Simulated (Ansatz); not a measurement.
A15 Nb3Sn (cubic form, which distorts at low temperature) was calculated with PBEsol+SOC (plane waves, PAW; Ansatz, a first-principles code).

Numerical settings: plane-wave cutoff 520 eV, 10×10×10 k mesh, Fermi–Dirac smearing 0.05 eV, PAW data made under PBE.

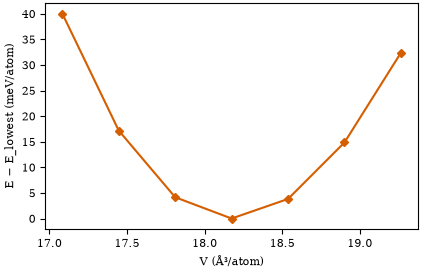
Figure. Total energy against volume

**Question.** From the curve, estimate the equilibrium volume and the bulk modulus.

**Answer.** V0 ≈ 18.2 Å³/atom and B0 ≈ 180 GPa; the fit gives V0 = 18.175 Å³/atom, B0 = 176 GPa, B′ = 4.2.

Measured, for comparison: bulk modulus 165 GPa (4 K, zero-point motion not removed; as tabulated in Lu and Klein (1997), arXiv:cond-mat/9704251); equilibrium volume per atom 18.49 Å³/atom (temperature not stated, not corrected to a static lattice; as tabulated in Priinits et al. (2024), arXiv:2406.00817). Computed (rounded) less measured: bulk modulus +7 %, equilibrium volume per atom -1.7 %. A static lattice is as a rule a little smaller and stiffer than an uncorrected measurement, which narrows the difference in the equilibrium volume per atom and would widen misses of the other sign.

Note: symmetry holds this phase in the static calculation, where it need not be a minimum.

The computed numbers hold no vibrational or temperature effects.
